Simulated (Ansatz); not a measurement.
**C3H8AlB: a changed input and its effect**

System: C3H8AlB, SMILES B[C]1([AlH2])CC1.
Method of the first run: RKS PBE-D4/def2-TZVPP (Ansatz 0.2.0).

The geometry comes from this level: PBE0-D4/def2-TZVP. Text and figures count atoms from 1; the logs count them from 0 in places.

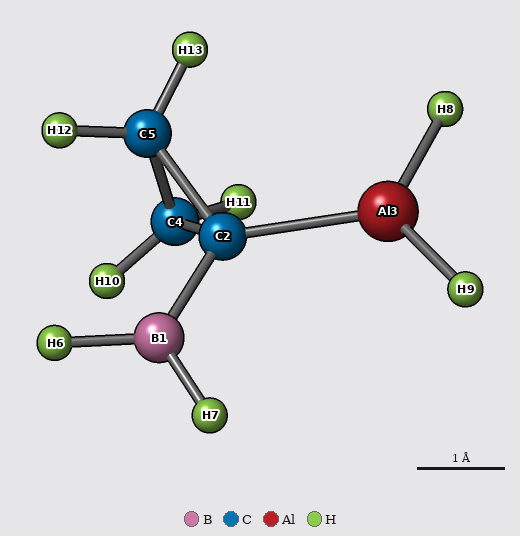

**Figure 1.** The input geometry (ball-and-stick view, seen at a tilt; atoms are numbered from 1 in the order of the input). Sticks mark near contacts.

### Input, the first run
```yaml
crystal:
  periodic: [false, false, false]
  atoms:
    - {symbol: B, position_ang: [-1.115429, 1.287345, -0.139146]}
    - {symbol: C, position_ang: [-0.144362, 0.155536, 0.180109]}
    - {symbol: Al, position_ang: [-0.507567, -1.189134, 1.521307]}
    - {symbol: C, position_ang: [0.434387, -0.392274, -1.172950]}
    - {symbol: C, position_ang: [1.310245, 0.352138, -0.272902]}
    - {symbol: H, position_ang: [-0.782604, 2.158167, -0.902042]}
    - {symbol: H, position_ang: [-2.226735, 1.323331, 0.313309]}
    - {symbol: H, position_ang: [0.531414, -2.390225, 1.654445]}
    - {symbol: H, position_ang: [-1.787622, -1.119645, 2.456715]}
    - {symbol: H, position_ang: [0.094872, 0.089315, -2.082868]}
    - {symbol: H, position_ang: [0.546006, -1.468213, -1.253439]}
    - {symbol: H, position_ang: [1.596192, 1.358785, -0.555774]}
    - {symbol: H, position_ang: [2.071604, -0.199728, 0.268137]}
basis:
  gaussian: {orbitals: def2-TZVPP}
hamiltonian: {xc: pbe, dispersion: d4}
output: {forces: true, orbitals: {seedname: orbitals}}
```

Command:
```bash
ansatz run in.yaml --threads 4 --pin off --events-out ev --progress --plain --max-ram 10444MiB
```

Hardware: 4 threads of Arm Neoverse V1, 23 GiB of memory available, shared host.

### Output (the first run)
```
Functional definition: PBE
  parameter kappa = 0.804
  parameter beta = 0.06672455060314922
  exchange = pbe_x(kappa = kappa, mu = beta*pi^2/3)
  correlation = pbe_c(beta = beta)
1450 factors; their error is unknown
mean field evaluation 1: about -10490.0978 eV, gradient 7.5e1 eV
mean field evaluation 2: about -10399.0585 eV, gradient 1.7e2 eV
mean field evaluation 4: about -10504.3026 eV, gradient 1.3e1 eV
mean field evaluation 8: about -10504.8019 eV, gradient 1.6e-1 eV
mean field evaluation 16: about -10504.7719 eV, gradient 1.4e-2 eV
mean field -10504.77186710 eV, -386.0432457257 hartree, gradient 8.9e-5 eV, S^2 0.000000; 0 other end points of the search recorded, 0 dependent functions left out
the calculation of the forces begins
reference -10504.77192143 eV, -386.0432477224 hartree; 22, 22 occupied and 256, 256 virtual orbitals, 1450 factors
Total energy: -10505.04524529 eV, -386.0532921891 hartree
Atom 0 at    -1.115429     1.287345    -0.139146 Å, force    -0.033500    -0.017484     0.029598 eV/Å
Atom 1 at    -0.144362     0.155536     0.180109 Å, force    -0.246921     0.122719     0.206078 eV/Å
Atom 2 at    -0.507567    -1.189134     1.521307 Å, force    -0.034669    -0.046874     0.061690 eV/Å
Atom 3 at     0.434387    -0.392274    -1.172950 Å, force     0.019775    -0.105914    -0.209975 eV/Å
Atom 4 at     1.310245     0.352138    -0.272902 Å, force     0.223726     0.067699     0.025583 eV/Å
Atom 5 at    -0.782604     2.158167    -0.902042 Å, force     0.042839     0.087128    -0.081384 eV/Å
Atom 6 at    -2.226735     1.323331     0.313309 Å, force    -0.109810     0.002007     0.048253 eV/Å
Atom 7 at     0.531414    -2.390225     1.654445 Å, force     0.078777    -0.083584     0.005463 eV/Å
Atom 8 at    -1.787622    -1.119645     2.456715 Å, force    -0.090865     0.007678     0.065608 eV/Å
Atom 9 at     0.094872     0.089315    -2.082868 Å, force    -0.074792     0.093829    -0.196294 eV/Å
Atom 10 at     0.546006    -1.468213    -1.253439 Å, force     0.003027    -0.229921    -0.018281 eV/Å
Atom 11 at     1.596192     1.358785    -0.555774 Å, force     0.061202     0.215594    -0.052743 eV/Å
Atom 12 at     2.071604    -0.199728     0.268137 Å, force     0.161211    -0.112875     0.116405 eV/Å
Dipole moment:     0.220584    -0.064352    -0.145231 e Å
```

For the second run the input was changed thus:
```diff
-hamiltonian: {xc: pbe, dispersion: d4}
+hamiltonian: {xc: {name: B3LYP}, dispersion: d4}
```

What does this change do to the results?

The total energies belong to different models, so their difference says nothing on which is more stable or more accurate. The largest force goes from 0.344 to 0.370 eV/Å. The HOMO goes from −6.31 to −7.33 eV. The LUMO goes from −2.22 to −1.61 eV. The dipole moment goes from 1.31 to 1.21 D. On the same kind of shared host the second run took about 1.9 times as long.

### Output (the second run)
```
Functional definition: B3LYP
  parameter a0 = 0.2
  parameter ax = 0.72
  parameter ac = 0.81
  exchange = (1 - a0 - ax)*slater_x + ax*b88_x + a0*exact_x
  correlation = (1 - ac)*vwn_rpa_c + ac*lyp_c
1474 factors; their error is unknown
mean field evaluation 1: about -10504.4457 eV, gradient 6.6e1 eV
mean field evaluation 2: about -10478.9505 eV, gradient 1.1e2 eV
mean field evaluation 4: about -10515.4096 eV, gradient 4.0e0 eV
mean field evaluation 8: about -10515.4500 eV, gradient 1.4e-1 eV
mean field evaluation 16: about -10515.4369 eV, gradient 5.8e-4 eV
mean field -10515.43688927 eV, -386.4351780614 hartree, gradient 1.4e-5 eV, S^2 0.000000; 0 other end points of the search recorded, 0 dependent functions left out
the calculation of the forces begins
reference -10515.43721066 eV, -386.4351898724 hartree; 22, 22 occupied and 256, 256 virtual orbitals, 1474 factors
Total energy: -10515.87791350 eV, -386.4513854031 hartree
Atom 0 at    -1.115429     1.287345    -0.139146 Å, force    -0.107851     0.119177     0.007318 eV/Å
Atom 1 at    -0.144362     0.155536     0.180109 Å, force    -0.263452     0.076135     0.185065 eV/Å
Atom 2 at    -0.507567    -1.189134     1.521307 Å, force    -0.032156    -0.090729     0.111078 eV/Å
Atom 3 at     0.434387    -0.392274    -1.172950 Å, force     0.029213    -0.180652    -0.321360 eV/Å
Atom 4 at     1.310245     0.352138    -0.272902 Å, force     0.291337     0.095431     0.030083 eV/Å
Atom 5 at    -0.782604     2.158167    -0.902042 Å, force    -0.053438    -0.086545     0.088327 eV/Å
Atom 6 at    -2.226735     1.323331     0.313309 Å, force     0.122014     0.001198    -0.053301 eV/Å
Atom 7 at     0.531414    -2.390225     1.654445 Å, force    -0.068249     0.074012    -0.004734 eV/Å
Atom 8 at    -1.787622    -1.119645     2.456715 Å, force     0.079207    -0.007311    -0.056265 eV/Å
Atom 9 at     0.094872     0.089315    -2.082868 Å, force     0.034130    -0.065701     0.055323 eV/Å
Atom 10 at     0.546006    -1.468213    -1.253439 Å, force    -0.007517     0.082626    -0.022108 eV/Å
Atom 11 at     1.596192     1.358785    -0.555774 Å, force     0.010200    -0.076288     0.026200 eV/Å
Atom 12 at     2.071604    -0.199728     0.268137 Å, force    -0.033437     0.058647    -0.045626 eV/Å
Dipole moment:     0.203468    -0.054153    -0.137788 e Å
```

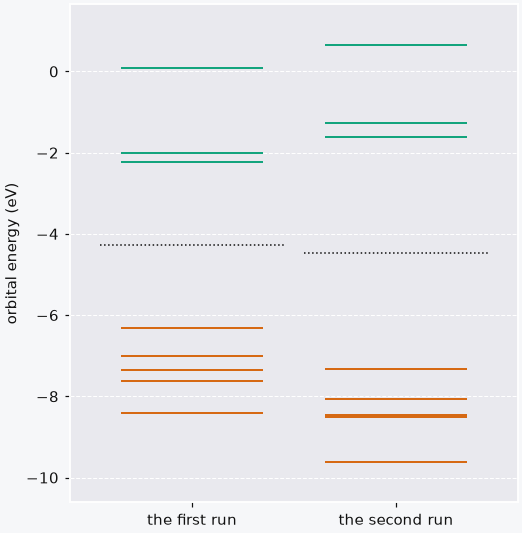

**Figure 2.** The five highest filled and three lowest empty orbital energies of the two runs; the dotted lines part filled from empty levels. The HOMO–LUMO gap is 4.09 eV in the first run and 5.71 eV in the second run.

### The two runs side by side

| quantity | the first run | the second run |
| --- | --- | --- |
| outcome | converged | converged |
| total energy (hartree) | −386.053292 | −386.451385 |
| HOMO (eV) | −6.31 | −7.33 |
| LUMO (eV) | −2.22 | −1.61 |
| dipole moment (D) | 1.31 | 1.21 |
| largest force (eV/Å) | 0.344 | 0.370 |
| basis functions | 278 | 278 |
| wall time (shared host) | 2.9 s | 5.5 s |
